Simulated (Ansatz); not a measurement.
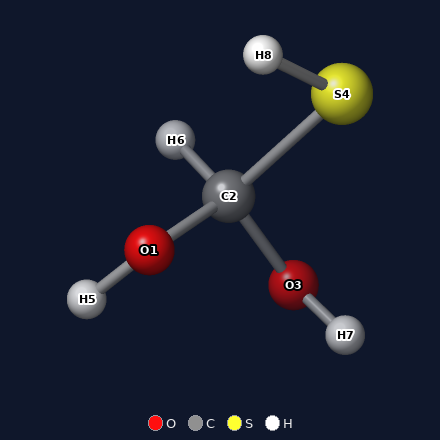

The system is CH₄O₂S (SMILES OC(O)S) with the probe Cl-; the picture shows it without the atoms that are moved over the map. 
- The probe is moved over a plane parallel to the molecule's main plane, 4.54 Å above it.
- The first coordinate is: x of the probe's Cl atom; the second: y of the probe's Cl atom.
- Nothing is relaxed (molecule and probe rigid).
- The scan uses an 11 × 11 grid.
- Points are written as (first, second).
- Energies are in cm⁻¹, from the lowest grid point.
- These are results of Ansatz 0.2.0, RHF/def2-SVPD, not measurements.

Range: x of the probe's Cl atom from −2.95 to 2.95 Å; y of the probe's Cl atom from −2.95 to 2.95 Å.

Q: What will the energy surface look like?

A: The lowest grid point is at (−1.18 Å, −0.59 Å) [nearest 1 H at 3.30 Å]. No other kind of well shows on this grid. The highest grid point, (2.95 Å, 2.95 Å), lies 2695 cm⁻¹ above the lowest. Near the minimum the curvatures are about 0.04 and 0.062 eV/Å² along the soft and the stiff direction.

| y of the probe's Cl atom ↓, x of the probe's Cl atom → | −2.95 | −2.36 | −1.77 | −1.18 | −0.59 | 0.00 | 0.59 | 1.18 | 1.77 | 2.36 | 2.95 |
| --- | --- | --- | --- | --- | --- | --- | --- | --- | --- | --- | --- |
| 2.95 | 1914 | 1926 | 1942 | 1971 | 2024 | 2110 | 2228 | 2366 | 2502 | 2616 | 2695 |
| 2.36 | 1685 | 1660 | 1641 | 1646 | 1695 | 1802 | 1966 | 2166 | 2367 | 2535 | 2651 |
| 1.77 | 1405 | 1330 | 1266 | 1241 | 1286 | 1421 | 1640 | 1912 | 2188 | 2420 | 2579 |
| 1.18 | 1097 | 968 | 857 | 802 | 845 | 1010 | 1289 | 1634 | 1982 | 2275 | 2478 |
| 0.59 | 800 | 625 | 477 | 401 | 446 | 641 | 969 | 1371 | 1773 | 2111 | 2348 |
| 0.00 | 558 | 358 | 195 | 117 | 172 | 385 | 735 | 1161 | 1584 | 1942 | 2198 |
| −0.59 | 406 | 208 | 59 | 0 | 70 | 284 | 622 | 1030 | 1438 | 1787 | 2046 |
| −1.18 | 361 | 188 | 72 | 45 | 129 | 331 | 632 | 990 | 1351 | 1667 | 1911 |
| −1.77 | 413 | 281 | 207 | 211 | 305 | 486 | 738 | 1032 | 1329 | 1594 | 1810 |
| −2.36 | 539 | 450 | 415 | 446 | 543 | 699 | 901 | 1129 | 1359 | 1570 | 1751 |
| −2.95 | 707 | 655 | 650 | 697 | 791 | 922 | 1079 | 1250 | 1422 | 1585 | 1732 |

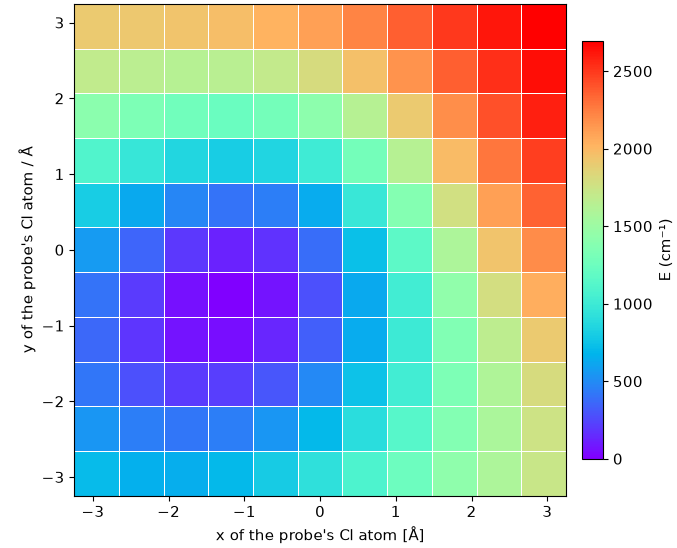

The picture shows one coloured cell a grid point.

Each point was launched as `ansatz run input.yaml --threads 1 --pin off --max-ram 2560MiB --backend cpu --events-out ev --progress --plain --runs-dir out`. The whole map (121 points run) took 11 min on 1 thread of Arm Neoverse V2, with other jobs on the host.
